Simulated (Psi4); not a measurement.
# Si2H4Cl (SMILES [SiH2][SiH2]Cl): UHF/STO-3G

What is the vertical ionisation energy of Si2H4Cl at UHF/STO-3G? 

Program for the calculation: Psi4 1.11.

1 further run of the same task is left out (set aside as unsound or not needed).

**1. The system as given**

Si2H4Cl: 7 atoms, total charge 0, spin state doublet. As SMILES, `[SiH2][SiH2]Cl`. Geometry: relaxed at PBE0-D4/def2-TZVP. This is one conformer, not always the lowest.

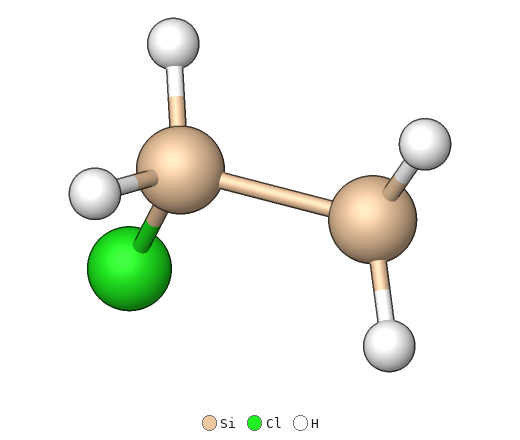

The structure, seen from a chosen angle (silicon light orange, chlorine green, hydrogen white).

**2. Energy and forces at UHF/STO-3G**

The input, clh4si2.py:

```python
import psi4

psi4.set_memory('1600 MB')
psi4.set_num_threads(1)
psi4.core.set_output_file('output.dat', False)

mol = psi4.geometry("""
0 2
Si    -1.304600     0.197100    -0.490100
Si     0.776300    -0.077600     0.507200
Cl     0.893700    -2.004700     1.231800
H     -1.568700    -0.750400    -1.605500
H     -1.580900     1.597700    -0.913100
H      0.925300     0.861100     1.647000
H      1.920200     0.108800    -0.423000
units angstrom
symmetry c1
""")

options = {'reference': 'uhf', 'puream': True, 'e_convergence': 1e-09, 'd_convergence': 1e-08, 'scf_type': 'pk', 'maxiter': 200}
psi4.set_options(options)

e_tot = psi4.gradient("hf/STO-3G", molecule=mol)
print('gradient / Eh bohr^-1')
print(e_tot.np.round(6))
```

Launch:

```
python clh4si2.py
```

output.dat, shortened:

```text
[...]
  Running in c1 symmetry.
[...]
  Nuclear repulsion =  181.627482998267340
[...]
  Multiplicity = 2
[...]
  Nalpha       = 25
  Nbeta        = 24
[...]
    Number of basis functions: 31
[...]
   @UHF iter   1: -1028.09067707410941   -2.28118e+00   5.57917e-03 DIIS/ADIIS
[...]
   @UHF iter  12: -1028.12444856483717   -3.63798e-12   8.52863e-09 DIIS
[...]
   @S^2 Observed:                7.542978369E-01
[...]
    Orbital Energies [Eh]
    ---------------------
    Alpha Occupied:
       1A   -103.616272     2A    -68.027471     3A    -67.923844
       4A    -10.310539     5A     -7.754109     6A     -7.749025
       7A     -7.749005     8A     -6.009520     9A     -5.928050
      10A     -4.035305    11A     -4.033838    12A     -4.032983
      13A     -3.965515    14A     -3.947580    15A     -3.946709
      16A     -0.991539    17A     -0.717596    18A     -0.631884
      19A     -0.473425    20A     -0.444865    21A     -0.419874
      22A     -0.405136    23A     -0.363952    24A     -0.336426
      25A     -0.246499
    Alpha Virtual:
[...]
  @UHF Final Energy: -1028.12444856483717
   => Energetics <=
    Nuclear Repulsion Energy =            181.6274829982673396
    One-Electron Energy =               -1791.8178013523051959
    Two-Electron Energy =                 582.0658697892005193
    Total Energy =                      -1028.1244485648371665
  UHF NO Occupations:
  HONO-2 :   23  A 1.9993553
  HONO-1 :   24  A 1.9992146
[...]
 Multipole Moments:
 ------------------------------------------------------------------------------------
     Multipole            Electronic (a.u.)      Nuclear  (a.u.)        Total (a.u.)
 ------------------------------------------------------------------------------------
 L = 1.  Multiply by 2.5417464519 to convert [e a0] to [Debye]
 Dipole X            :          1.2317055           -1.6046835           -0.3729780
 Dipole Y            :         -4.4467131            5.5092871            1.0625740
 Dipole Z            :          3.2424838           -3.6214481           -0.3789643
 Magnitude           :                                                    1.1881877
[...]
  -Total Gradient:
     Atom            X                  Y                   Z
    ------   -----------------  -----------------  -----------------
       1        0.000774199887    -0.002747324148     0.010872805691
       2        0.003012919098    -0.047532139989     0.022246285735
       3       -0.003520303930     0.016236745116    -0.008198201596
       4       -0.010541155092    -0.022619914425    -0.020224478837
       5       -0.011465800518     0.029929725851    -0.005238623052
       6        0.000109880741     0.021792245562     0.021680983300
       7        0.021630259811     0.004940662022    -0.021138771244
[...]
```

Standard output:

```text
gradient / Eh bohr^-1
[[ 0.000774 -0.002747  0.010873]
 [ 0.003013 -0.047532  0.022246]
 [-0.00352   0.016237 -0.008198]
 [-0.010541 -0.02262  -0.020224]
 [-0.011466  0.02993  -0.005239]
 [ 0.00011   0.021792  0.021681]
 [ 0.02163   0.004941 -0.021139]]
```

It took 1.2 s on 1 thread of AMD EPYC 9R45 (Zen 5), shared host; peak memory 0.18 GiB.

**3. The singlet cation, same level**

The input, clh4si2.json:

```json
{
  "schema_name": "qcschema_input",
  "schema_version": 1,
  "molecule": {
    "schema_name": "qcschema_molecule",
    "schema_version": 2,
    "symbols": ["Si", "Si", "Cl", "H", "H", "H", "H"],
    "geometry": [-2.4653367, 0.37246502, -0.92615477, 1.46699439, -0.14664275, 0.95846909, 1.68884824, -3.78833396, 2.32776464, -2.96441337, -1.41805048, -3.03395529, -2.98746803, 3.01921543, -1.72550892, 1.74856358, 1.62724317, 3.11237893, 3.6286521, 0.2056022, -0.79935415],
    "molecular_charge": 1,
    "molecular_multiplicity": 1,
    "fix_symmetry": "c1"
  },
  "driver": "gradient",
  "model": {
    "method": "scf",
    "basis": "STO-3G"
  },
  "keywords": {
    "reference": "rhf",
    "puream": true,
    "e_convergence": 1e-09,
    "d_convergence": 1e-08,
    "scf_type": "pk",
    "scf_properties": ["QUADRUPOLE", "WIBERG_LOWDIN_INDICES", "DIPOLE"]
  }
}
```

Launch:

```
psi4 --qcschema clh4si2.json -n 1 --memory 1600MB
```

stdout, shortened:

```text
[...]
  Running in c1 symmetry.
[...]
  Nuclear repulsion =  181.627483204067971
[...]
  Multiplicity = 1
[...]
  Nalpha       = 24
  Nbeta        = 24
[...]
    Number of basis functions: 31
[...]
   @RHF iter   1: -1027.83232294376353   -2.02283e+00   8.55103e-03 ADIIS/DIIS
[...]
   @RHF iter  10: -1027.91334268367359   -1.81899e-12   7.08618e-09 DIIS
[...]
  @RHF Final Energy: -1027.91334268367359
   => Energetics <=
    Nuclear Repulsion Energy =            181.6274832040679712
    One-Electron Energy =               -1779.2985092103297120
    Two-Electron Energy =                 569.7576833225882638
    Total Energy =                      -1027.9133426836735907
[...]
 Multipole Moments:
 ------------------------------------------------------------------------------------
     Multipole            Electronic (a.u.)      Nuclear  (a.u.)        Total (a.u.)
 ------------------------------------------------------------------------------------
 L = 1.  Multiply by 2.5417464519 to convert [e a0] to [Debye]
 Dipole X            :         -0.7016166           -1.6046835           -2.3063002
 Dipole Y            :         -3.1008318            5.5092871            2.4084553
 Dipole Z            :          1.9830711           -3.6214481           -1.6383770
 Magnitude           :                                                    3.7153676
 L = 2.  Multiply by 1.3450342976 to convert [e a0^2] to [Debye ang]
 Quadrupole XX       :       -209.8548792          193.6054512          -16.2494280
 Quadrupole XY       :        107.0762497         -109.3334921           -2.2572424
[...]
  -Total Gradient:
     Atom            X                  Y                   Z
    ------   -----------------  -----------------  -----------------
       1       -0.039203080927    -0.018329184375     0.059963075130
       2       -0.032403758728    -0.020023598128    -0.034959734403
       3        0.003122484481     0.006881304611    -0.001015118932
       4        0.013558594449    -0.011179257353    -0.026759228826
       5        0.012765890050     0.024738372502    -0.016337812343
       6        0.009075723272     0.017264859162     0.024194736234
       7        0.033084147400     0.000647503567    -0.005085916859
[...]
```

The result, in JSON:

```text
{
 "driver": "gradient",
 "model": {
  "method": "scf",
  "basis": "STO-3G"
 },
 "success": true,
 "return_result": [-0.03920308092703695, -0.018329184375438068, 0.059963075129574356, -0.032403758727886464, -0.0200235981282728, -0.034959734403173015, 0.003122484480526289, 0.006881304610631855, -0.0010151189321705029, 0.013558594449093297, -0.011179257353173877, -0.026759228825620596, 0.012765890049714158, 0.024738372502366157, -0.016337812342959016, 0.009075723272305242, 0.017264859161736174, 0.024194736233808828, 0.03308414739995755, 0.0006475035670198519, -0.005085916859453005],
 "properties": {
  "calcinfo_nbasis": 31,
  "calcinfo_nmo": 31,
  "calcinfo_nalpha": 24,
  "calcinfo_nbeta": 24,
  "calcinfo_natom": 7,
  "nuclear_repulsion_energy": 181.62748320406797,
  "return_energy": -1027.9133426836736,
  "return_gradient": [-0.03920308092703695, -0.018329184375438068, 0.059963075129574356, -0.032403758727886464, -0.0200235981282728, -0.034959734403173015, 0.003122484480526289, 0.006881304610631855, -0.0010151189321705029, 0.013558594449093297, -0.011179257353173877, -0.026759228825620596, 0.012765890049714158, 0.024738372502366157, -0.016337812342959016, 0.009075723272305242, 0.017264859161736174, 0.024194736233808828, 0.03308414739995755, 0.0006475035670198519, -0.005085916859453005],
  "scf_one_electron_energy": -1779.2985092103297,
  "scf_two_electron_energy": 569.7576833225883,
  "scf_dipole_moment": [-2.3063001933356455, 2.4084552935368255, -1.638377018841642],
  "scf_total_energy": -1027.9133426836736,
  "scf_total_gradient": [-0.03920308092703695, -0.018329184375438068, 0.059963075129574356, -0.032403758727886464, -0.0200235981282728, -0.034959734403173015, 0.003122484480526289, 0.006881304610631855, -0.0010151189321705029, 0.013558594449093297, -0.011179257353173877, -0.026759228825620596, 0.012765890049714158, 0.024738372502366157, -0.016337812342959016, 0.009075723272305242, 0.017264859161736174, 0.024194736233808828, 0.03308414739995755, 0.0006475035670198519, -0.005085916859453005],
  "scf_iterations": 10
 }
}
```

It took 1.2 s on 1 thread of AMD EPYC 9R45 (Zen 5), shared host; peak memory 0.18 GiB.

**4. What came out**

At UHF/STO-3G:

| quantity | value |
| --- | --- |
| doublet Si2H4Cl: total energy | -1028.12445 Eh |
| doublet Si2H4Cl: dipole moment | 3.02 D |
| doublet Si2H4Cl: HOMO energy (highest over α and β) | -6.71 eV |
| doublet Si2H4Cl: LUMO energy (lowest over α and β) | 5.92 eV |
| doublet Si2H4Cl: ⟨S²⟩ | 0.754 |
| doublet Si2H4Cl: largest force on an atom | 2.703 eV/Å |
| singlet cation: total energy | -1027.91334 Eh |
| singlet cation: HOMO energy | -14.69 eV |
| singlet cation: LUMO energy | -4.65 eV |
| singlet cation: HOMO–LUMO gap | 10.04 eV |
| singlet cation: largest force on an atom | 3.803 eV/Å |
| vertical ionisation energy (to the singlet cation) | 5.744 eV |

In words: The vertical ionisation energy comes to 5.74 eV (132 kcal/mol). The largest force (doublet Si2H4Cl) is 2.70 eV/Å: the shape isn't a stationary point for this species at this level. Only the singlet of the ionised species was computed; a triplet could lie lower. In a minimal basis such a difference can be off by several eV, whatever the method.
